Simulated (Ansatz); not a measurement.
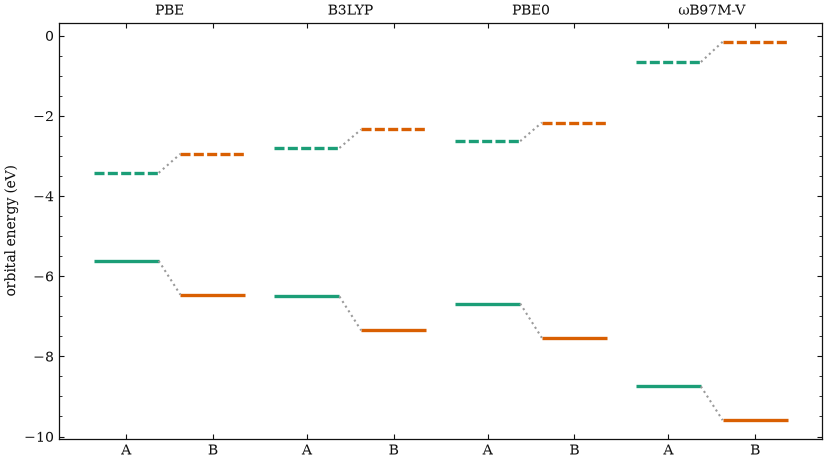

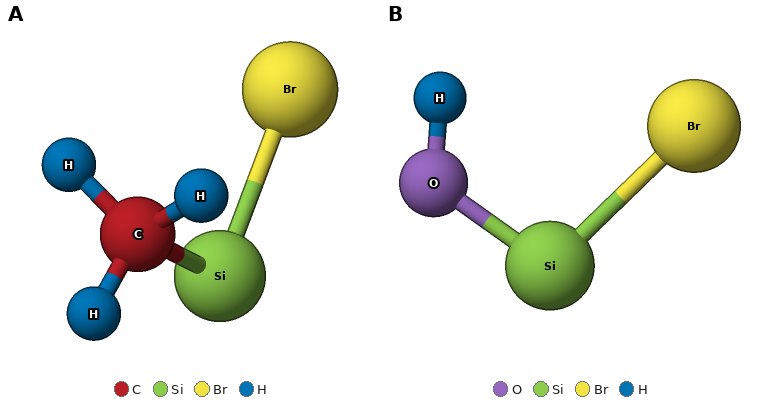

One change: A, CH₃BrSi (SMILES C[Si]Br), becomes B, SiHOBr (SMILES O[Si]Br). CH₃ on Si is replaced by OH. HOMO (solid) and LUMO (dashed) computed in def2-TZVPP at PBE0-D4/def2-TZVP geometries, both minima by their frequencies, gas phase, the Ansatz code.

Question: What does the change do to HOMO and LUMO?

Answer: PBE: the HOMO falls by 0.85 eV, the LUMO rises by 0.47 eV, and the separation goes from 2.19 to 3.51 eV. B3LYP: the HOMO falls by 0.85 eV, the LUMO rises by 0.46 eV, and the separation goes from 3.70 to 5.01 eV. PBE0: the HOMO falls by 0.85 eV, the LUMO rises by 0.46 eV, and the separation goes from 4.05 to 5.37 eV. ωB97M-V: the HOMO falls by 0.84 eV, the LUMO rises by 0.50 eV, and the separation goes from 8.09 to 9.44 eV.

Question: Do the functionals agree on the effect?

Answer: They agree on the direction for both levels; the HOMO shift lies between −0.85 and −0.84 eV and the LUMO shift between 0.46 and 0.50 eV, while the separations themselves differ by up to 5.9 eV between functionals.
